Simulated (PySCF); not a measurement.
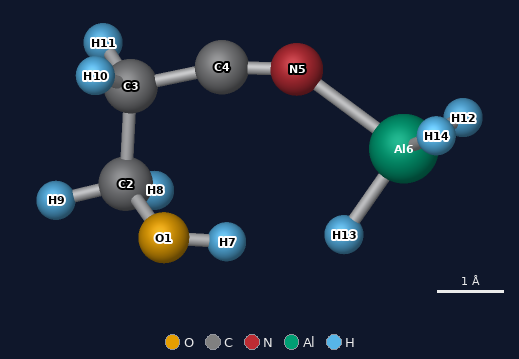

**Figure 1.** The structure as given in the input (ball-and-stick view, seen at a tilt; atoms are numbered from 1 in the order of the input). Sticks mark near contacts. Bond lengths as drawn: Al–H 1.60 to 1.63 Å, Al–N 2.04 Å, C–C 1.44 to 1.55 Å, C–H 1.10 to 1.11 Å, C–N 1.15 Å, C–O 1.38 Å and H–O 0.98 Å.

# What a change does: NMR shielding calculation on C₃H₈AlNO

System: C₃H₈AlNO, SMILES OCCC#[N+][AlH3-].
Method of run 1: GIAO KT2/pcSseg-1 NMR shielding, non-relativistic, gas phase (PySCF 2.14.0).

The geometry comes from this level: PBE0-D3(BJ)/def2-SVP. Text and figures count atoms from 1; the logs count them from 0 in places.

The input, run 1:
```
{"job": {"kind": "nmr", "xc": "KT2", "basis": "pcSseg-1", "pop": false}, "charge": 0, "multiplicity": 1}
O     -1.179766    -1.336976    -0.262006
C     -1.711918    -0.079033    -0.468198
C     -1.365234     0.895068     0.691661
C      0.075739     0.906413     0.793158
N      1.210005     0.719738     0.689770
Al     2.644724    -0.457721    -0.168649
H     -0.256860    -1.373541    -0.577519
H     -1.384220     0.381653    -1.418755
H     -2.810530    -0.158360    -0.503246
H     -1.786026     0.526671     1.640072
H     -1.747676     1.911425     0.507879
H      3.499153     0.563433    -1.047581
H      1.510157    -1.301920    -0.981623
H      3.301312    -1.196616     1.083480
```

The first line tells a small driver script what to run in PySCF; the rest is the geometry in Å.

Hardware: 1 CPU thread, shared host.

Output (run 1):
```
coarse grid: 11992 points
cycle   1  E = -497.5578723414  dE =  4.714e-01  |g| = 8.093e-01  |ddm| = 3.231e+00
cycle   2  E = -496.9168550273  dE =  6.410e-01  |g| = 1.886e+00  |ddm| = 3.043e+00
cycle   3  E = -497.6722975208  dE = -7.554e-01  |g| = 3.003e-01  |ddm| = 2.556e+00
cycle   4  E = -497.6836535820  dE = -1.136e-02  |g| = 2.157e-01  |ddm| = 3.052e-01
cycle   5  E = -497.6936833135  dE = -1.003e-02  |g| = 4.942e-02  |ddm| = 1.768e-01
cycle   6  E = -497.6942166334  dE = -5.333e-04  |g| = 1.246e-02  |ddm| = 4.457e-02
cycle   7  E = -497.6942563134  dE = -3.968e-05  |g| = 2.366e-03  |ddm| = 1.211e-02
cycle   8  E = -497.6942573839  dE = -1.070e-06  |g| = 9.794e-04  |ddm| = 2.793e-03
final grid: 110696 points
cycle   9  E = -497.7453921383  dE = -2.132e-04  |g| = 1.475e-02  |ddm| = 4.941e-02
cycle  10  E = -497.7453621283  dE =  3.001e-05  |g| = 1.740e-02  |ddm| = 2.459e-02
cycle  11  E = -497.7454292076  dE = -6.708e-05  |g| = 3.399e-03  |ddm| = 1.722e-02
cycle  12  E = -497.7454307827  dE = -1.575e-06  |g| = 1.722e-03  |ddm| = 3.653e-03
cycle  13  E = -497.7454314124  dE = -6.297e-07  |g| = 5.500e-04  |ddm| = 1.297e-03
cycle  14  E = -497.7454314772  dE = -6.477e-08  |g| = 1.012e-04  |ddm| = 4.112e-04
cycle  15  E = -497.7454314789  dE = -1.658e-09  |g| = 3.551e-05  |ddm| = 9.807e-05
cycle  16  E = -497.7454314792  dE = -3.196e-10  |g| = 4.913e-06  |ddm| = 3.187e-05
converged SCF energy = -497.7454314792

GIAO shielding tensors (ppm)
atom      isotropic    diamagn.    paramagn.     s11        s22        s33       span
  0 O      265.921     393.224    -127.304    220.957    285.641    291.164     70.207
  1 C      117.136     245.955    -128.819     80.090    117.032    154.285     74.195
  2 C      157.748     255.659     -97.911    137.694    164.504    171.047     33.353
  3 C       55.303     269.893    -214.590    -56.242    -41.067    263.217    319.459
  4 N       32.460     337.655    -305.195   -109.610   -102.071    309.061    418.670
  5 Al     438.201     797.642    -359.440    412.207    439.552    462.845     50.638
  6 H       28.197      33.663      -5.466     19.269     24.515     40.808     21.539
  7 H       26.618      30.789      -4.171     22.753     26.215     30.886      8.133
  8 H       27.084      27.774      -0.690     22.037     26.828     32.386     10.349
  9 H       28.494      28.962      -0.469     24.551     26.803     34.127      9.576
 10 H       28.961      28.475       0.486     24.676     26.762     35.445     10.769
 11 H       27.004      28.752      -1.748     24.271     25.636     31.103      6.832
 12 H       26.898      31.517      -4.619     22.793     28.593     29.309      6.516
 13 H       26.947      28.706      -1.759     24.185     25.631     31.024      6.839
```

The input of run 2 differs as follows (lines with − go, lines with + come):
```diff
-"xc": "KT2"
+"xc": "mPW1PW91"
```

Predict how the results change.

The total energies belong to different methods, so their difference says nothing on which is more stable or more accurate. The HOMO goes from −6.39 to −7.61 eV. The LUMO goes from −2.35 to −1.37 eV. The dipole moment goes from 6.25 to 6.61 D. Of all shieldings, the largest change is that of O1, by +17.7 ppm. The functional changes from KT2 to mPW1PW91. Exact exchange removes part of the self-interaction error of semilocal functionals, which pushes filled and empty levels apart. The SCF takes 14 iterations against 16.

Output (run 2):
```
coarse grid: 11992 points
cycle   1  E = -491.2665081922  dE =  4.861e-01  |g| = 6.972e-01  |ddm| = 3.199e+00
cycle   2  E = -491.0626352383  dE =  2.039e-01  |g| = 1.241e+00  |ddm| = 1.511e+00
cycle   3  E = -491.3562035659  dE = -2.936e-01  |g| = 2.198e-01  |ddm| = 1.000e+00
cycle   4  E = -491.3648386226  dE = -8.635e-03  |g| = 8.610e-02  |ddm| = 1.697e-01
cycle   5  E = -491.3663121998  dE = -1.474e-03  |g| = 1.176e-02  |ddm| = 5.412e-02
cycle   6  E = -491.3663384954  dE = -2.630e-05  |g| = 4.179e-03  |ddm| = 1.104e-02
cycle   7  E = -491.3663426841  dE = -4.189e-06  |g| = 3.759e-04  |ddm| = 3.196e-03
final grid: 110696 points
cycle   8  E = -491.4119330301  dE = -2.627e-05  |g| = 5.269e-03  |ddm| = 2.232e-02
cycle   9  E = -491.4119293205  dE =  3.710e-06  |g| = 6.963e-03  |ddm| = 7.995e-03
cycle  10  E = -491.4119386593  dE = -9.339e-06  |g| = 8.192e-04  |ddm| = 4.689e-03
cycle  11  E = -491.4119387683  dE = -1.090e-07  |g| = 3.582e-04  |ddm| = 6.899e-04
cycle  12  E = -491.4119387895  dE = -2.121e-08  |g| = 1.583e-04  |ddm| = 2.607e-04
cycle  13  E = -491.4119387949  dE = -5.359e-09  |g| = 2.575e-05  |ddm| = 1.114e-04
cycle  14  E = -491.4119387950  dE = -1.349e-10  |g| = 6.104e-06  |ddm| = 2.271e-05
converged SCF energy = -491.4119387950

GIAO shielding tensors (ppm)
atom      isotropic    diamagn.    paramagn.     s11        s22        s33       span
  0 O      283.660     393.278    -109.618    242.883    297.319    310.779     67.896
  1 C      120.305     243.689    -123.384     85.608    119.094    156.213     70.605
  2 C      158.756     253.367     -94.610    139.292    164.666    172.311     33.018
  3 C       44.305     269.748    -225.443    -74.728    -60.847    268.489    343.217
  4 N       16.142     337.794    -321.652   -135.203   -128.995    312.624    447.827
  5 Al     436.661     794.586    -357.925    415.524    429.579    464.879     49.355
  6 H       28.056      33.459      -5.403     18.664     23.724     41.781     23.117
  7 H       27.038      30.280      -3.242     23.120     26.467     31.527      8.406
  8 H       27.322      27.747      -0.425     22.245     26.844     32.878     10.633
  9 H       28.613      28.725      -0.111     24.670     26.755     34.415      9.746
 10 H       29.240      28.405       0.834     24.822     26.905     35.992     11.170
 11 H       27.340      28.875      -1.535     24.593     25.903     31.525      6.932
 12 H       27.327      31.592      -4.265     23.276     28.930     29.777      6.501
 13 H       27.285      28.834      -1.549     24.520     25.896     31.439      6.919
```

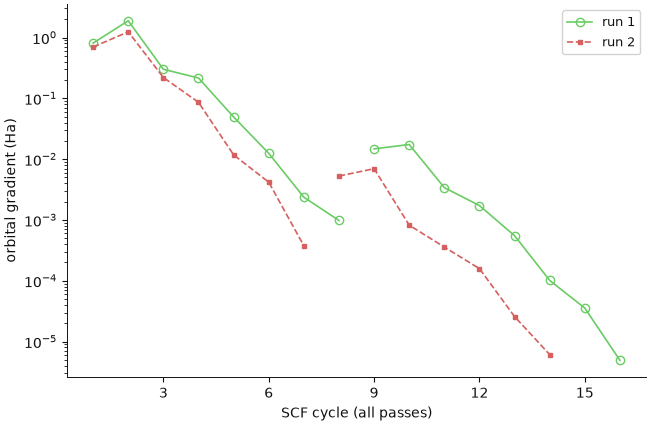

**Figure 2.** Convergence of the two runs: orbital gradient against the SCF cycle. A break in a curve parts two SCF passes (coarse and final grid). Run 1 takes 16 cycles in all, and run 2 takes 14.

The two runs side by side:

| quantity | run 1 | run 2 |
| --- | --- | --- |
| outcome | converged | converged |
| total energy (hartree) | −497.745431 | −491.411939 |
| HOMO (eV) | −6.39 | −7.61 |
| LUMO (eV) | −2.35 | −1.37 |
| dipole moment (D) | 6.25 | 6.61 |
| shielding of O1 (ppm) | 265.9 | 283.7 |
| shielding of C2 (ppm) | 117.1 | 120.3 |
| shielding of C3 (ppm) | 157.7 | 158.8 |
| shielding of C4 (ppm) | 55.3 | 44.3 |
| shielding of N5 (ppm) | 32.5 | 16.1 |
| shielding of Al6 (ppm) | 438.2 | 436.7 |
| shielding of H13 (ppm) | 26.9 | 27.3 |
| SCF iterations | 16 | 14 |
| basis functions | 149 | 149 |
| wall time (shared host) | 17 s | 12 s |
